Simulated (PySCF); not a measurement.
# doublet NH−: levels of theory compared

Wanted: a comparison of 6 runs (UHF/3-21G, U-wB97X/aug-cc-pVTZ, UB3LYP/aug-cc-pVTZ, UCAM-B3LYP/aug-cc-pVTZ, UPBE0/aug-cc-pVTZ, USCS-MP2/aug-cc-pVTZ) of doublet NH−. The job is set up through a Python script.

Program for the calculation: PySCF 2.14.0.

3 further runs of the same task are left out: 3 set aside as unsound or not needed. Runs told in other sessions of the task aren't counted.

## 1. Starting point

NH− has 2 atoms, charge -1, and is taken as a doublet. SMILES of the parent species: `[NH]`. The bond length is the one measured for the parent species. That shape belongs to the parent species and isn't relaxed for this state.

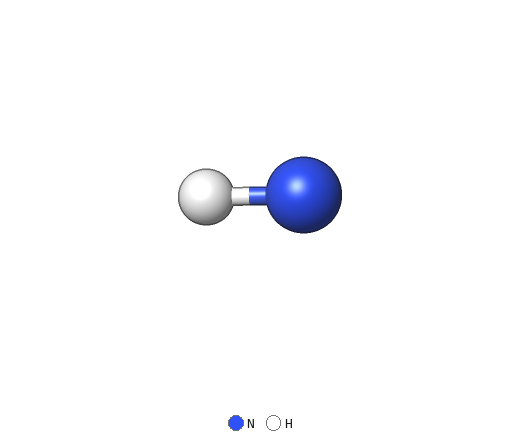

The structure, seen from a chosen angle (nitrogen blue, hydrogen white).

## 2. The energy at UHF/3-21G (run 1)

input.xyz

```xyz
2

N      0.000000     0.000000     0.000000
H      0.000000     0.000000     1.036210
```

job.py

```python
from pyscf import gto

mol = gto.M(
    atom='input.xyz',
    basis='3-21g',
    spin=1,
    charge=-1,
    verbose=3,
    max_memory=1860,
)

mf = mol.UHF()
mf.conv_tol = 1e-10
mf.kernel()
if not mf.converged:
    mf = mf.newton().run(mf.mo_coeff, mf.mo_occ)

energy = mf.e_tot
print('Final energy', energy)
```

On the command line:

```
OMP_NUM_THREADS=1 python job.py
```

The log of the run:

```text
converged SCF energy = -54.5244128343118  <S^2> = 0.75320063  2S+1 = 2.0031981
Final energy -54.52441283431176
```

Wall time 0.76 s (1 thread of Arm Neoverse V1, shared host); peak memory 0.11 GiB.

## 3. A single-point energy at U-wB97X/aug-cc-pVTZ (run 2)

input.py

```python
from pyscf import gto, dft

mol = gto.M(
    atom='N 0.000000 0.000000 0.000000; H 0.000000 0.000000 1.036210',
    spin=1,
    verbose=3,
    max_memory=1860,
    charge=-1,
    basis='aug-cc-pvtz',
)

calc0 = dft.UKS(mol)
calc0.xc = 'wb97x'
calc0.conv_tol = 1e-10
calc0.grids.level = 5
calc0.kernel()
if not calc0.converged:
    calc0 = calc0.newton().run(calc0.mo_coeff, calc0.mo_occ)

e_final = calc0.e_tot
print(f'total energy: {e_final:.8f} hartree')
```

On the command line:

```
OMP_NUM_THREADS=1 python input.py
```

The log of the run:

```text
WARN: HOMO -0.230890042700629 >= LUMO -0.230890042700628

converged SCF energy = -55.237028920894  <S^2> = 0.75822637  2S+1 = 2.0082095
total energy: -55.23702892 hartree
```

Wall time 7.2 s (1 thread of Arm Neoverse V1, shared host); peak memory 0.32 GiB.

Run 3 isn't shown in full; the table further down has it.

## 4. The energy at UCAM-B3LYP/aug-cc-pVTZ (run 4)

run.py

```python
from pyscf import gto, dft

mol = gto.M(
    atom='''
N      0.000000     0.000000     0.000000
H      0.000000     0.000000     1.958153
''',
    unit='bohr',
    max_memory=1860,
    basis='aug-cc-pvtz',
    spin=1,
    verbose=4,
    charge=-1,
)

myscf = dft.UKS(mol, xc='cam-b3lyp')
myscf.grids.level = 5
myscf.conv_tol = 1e-10
myscf.kernel()
if not myscf.converged:
    myscf = myscf.newton().run(myscf.mo_coeff, myscf.mo_occ)

energy = myscf.e_tot
print('E = %.10f Eh' % energy)
```

On the command line:

```
OMP_NUM_THREADS=1 python run.py
```

The log of the run:

```text
PySCF version 2.14.0

[INPUT] num. atoms = 2
[INPUT] num. electrons = 9
[INPUT] charge = -1
[INPUT] spin (= nelec alpha-beta = 2S) = 1
[INPUT] symmetry False subgroup None
[INPUT] Mole.unit = bohr
[INPUT] Symbol           X                Y                Z      unit          X                Y                Z       unit  Magmom
[INPUT]  1 N      0.000000000000   0.000000000000   0.000000000000 AA    0.000000000000   0.000000000000   0.000000000000 Bohr   0.0
[INPUT]  2 H      0.000000000000   0.000000000000   1.036209943095 AA    0.000000000000   0.000000000000   1.958153000000 Bohr   0.0

nuclear repulsion = 3.57479727069335
number of shells = 22
number of NR pGTOs = 83
number of NR cGTOs = 69
basis = aug-cc-pvtz
ecp = {}

[... 33 lines left out ...]
WARN: beta  nocc = 4  HOMO -0.235003932530715 >= LUMO -0.235003932530692
[... 1 line left out ...]
WARN: HOMO -0.235003932530688 >= LUMO -0.235003932530692
[... 4 lines left out ...]
WARN: beta  nocc = 4  HOMO 0.154862078337854 >= LUMO 0.155113456299406
[... 1 line left out ...]
WARN: HOMO 0.154862078337854 >= LUMO 0.155113456299406
[... 46 lines left out ...]
converged SCF energy = -55.2350068437671  <S^2> = 0.75788914  2S+1 = 2.0078736
E = -55.2350068438 Eh
```

Run time: 7.5 s. Hardware: 1 thread of Arm Neoverse V1, shared host; peak memory 0.32 GiB.

Run 5 isn't shown in full; the table further down has it.

## 5. The energy at USCS-MP2/aug-cc-pVTZ (run 6)

run.py

```python
from pyscf import gto, mp

system = gto.M(
    atom='N 0.000000 0.000000 0.000000; H 0.000000 0.000000 1.036210',
    spin=1,
    max_memory=1860,
    basis='aug-cc-pvtz',
    verbose=3,
    charge=-1,
)

mf = system.UHF()
mf.conv_tol = 1e-10
mf.kernel()
if not mf.converged:
    mf = mf.newton().run(mf.mo_coeff, mf.mo_occ)

pt = mp.MP2(mf, frozen=1).run()
e_tot = mf.e_tot + 1.2 * pt.e_corr_os + pt.e_corr_ss / 3
print('E = %.10f Eh' % e_tot)
```

On the command line:

```
OMP_NUM_THREADS=1 python run.py
```

The log of the run:

```text
converged SCF energy = -54.9287388081942  <S^2> = 0.8108471  2S+1 = 2.0599486
E(UMP2) = -55.1315308868395  E_corr = -0.202792078645327
E(SCS-UMP2) = -55.1306468348638  E_corr = -0.201908026669605
E = -55.1306468349 Eh
```

Run time: 1.6 s. Hardware: 1 thread of Arm Neoverse V1, shared host; peak memory 0.14 GiB.

## 6. The series

```
run                   level  integration grid  frozen core orbitals  energy (Eh)  HOMO energy (eV)  LUMO energy (eV)   ⟨S²⟩  wall time
  1               UHF/3-21G                 –                     –   -54.524413              1.99             16.46  0.753     0.76 s
  2     U-wB97X/aug-cc-pVTZ                 5                     –   -55.237029             -0.48              4.72  0.758      7.2 s
  3      UB3LYP/aug-cc-pVTZ                 5                     –   -55.263248              2.00              3.57  0.758      5.7 s
  4  UCAM-B3LYP/aug-cc-pVTZ                 5                     –   -55.235007              0.51              4.04  0.758      7.5 s
  5       UPBE0/aug-cc-pVTZ                 5                     –   -55.188158              1.91              3.75  0.759        6 s
  6    USCS-MP2/aug-cc-pVTZ                 –                     1   -55.130647             -0.10              4.52  0.811      1.6 s
```

## 7. Outcome

| quantity | value |
| --- | --- |
| run 6: total energy | -55.13065 Eh |
| run 6: HOMO energy (Hartree–Fock orbitals) (highest over α and β) | -0.10 eV |
| run 6: LUMO energy (Hartree–Fock orbitals) (lowest over α and β) | 4.52 eV |
| run 6: correlation energy (1 core orbital frozen) | -201.9 mEh |
| run 6: ⟨S²⟩ of the reference determinant | 0.811 |

**Reading.** Totals of different functionals can't be ranked against each other. In runs 1, 3, 4, 5 the HOMO lies above zero, from self-interaction, a short basis or an electron that isn't bound. All runs together took 29 s, the longest 7.5 s.
